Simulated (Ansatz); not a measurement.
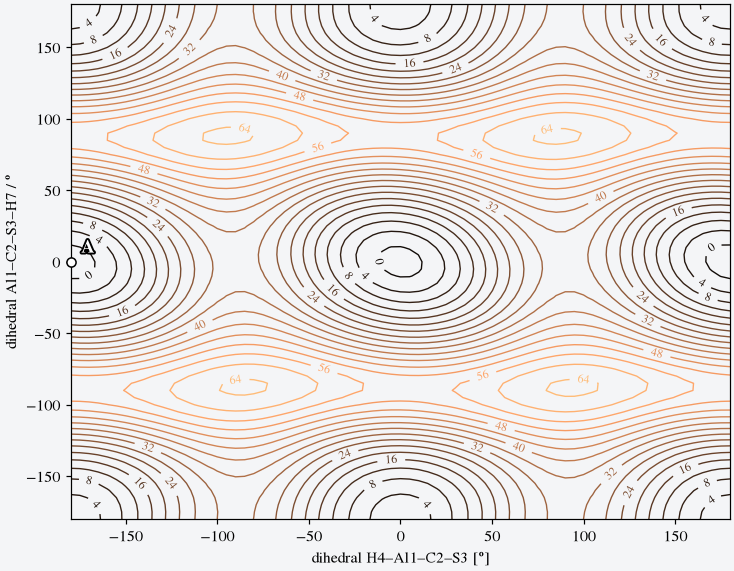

CH₄AlS, SMILES [AlH2][CH]S, spin multiplicity 2. First axis: dihedral H4–Al1–C2–S3. Second axis: dihedral Al1–C2–S3–H7. Nothing is relaxed (all other coordinates rigid). Grid: 15 × 15 points; 178 points were computed and 47 follow by symmetry. Points are written as (first, second). All energies are given in kJ/mol relative to the lowest grid point. Method: Ansatz 0.2.0, UKS r2SCAN0-D4/def2-SVP.

In the figure: contour lines labelled in kJ/mol, the point A. Between grid points the surface is interpolated.

> Find the lowest pass out of the well at A.

The easiest path leads from the well at about (−180°, 0°) to the well at about (0°, 0°), about 0.38 kJ/mol higher (on a rigid scan; wells that are mirror images or exchange like atoms can differ by this much). Its highest point lies about 36 kJ/mol above the bottom of the first well on the interpolated surface, at about (−90°, 0°). This is the barrier on the constrained surface; relaxing the other coordinates would change it.

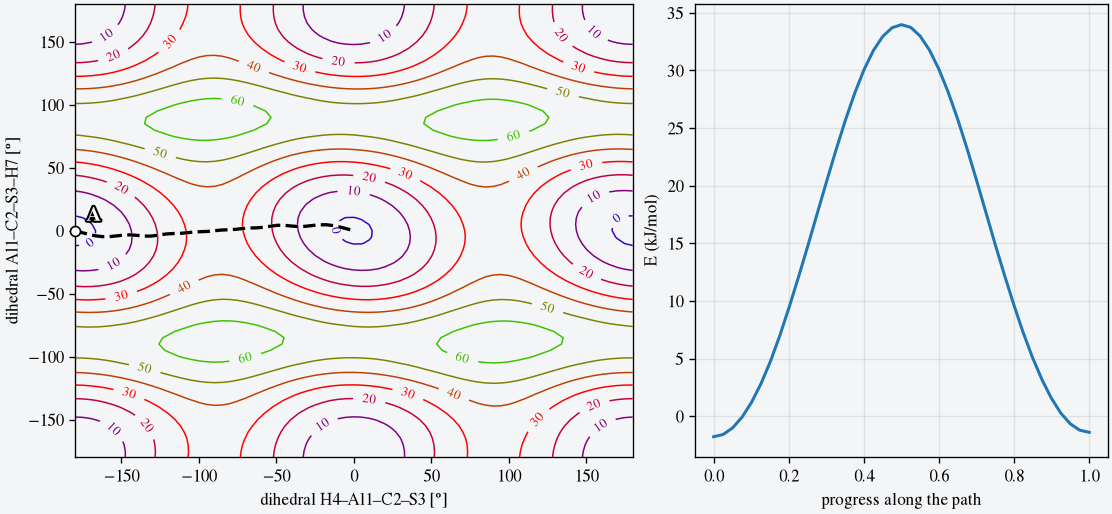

The picture shows contour lines labelled in kJ/mol, a line along the lowest path, the energy along the path at the right. Between grid points the surface is interpolated.
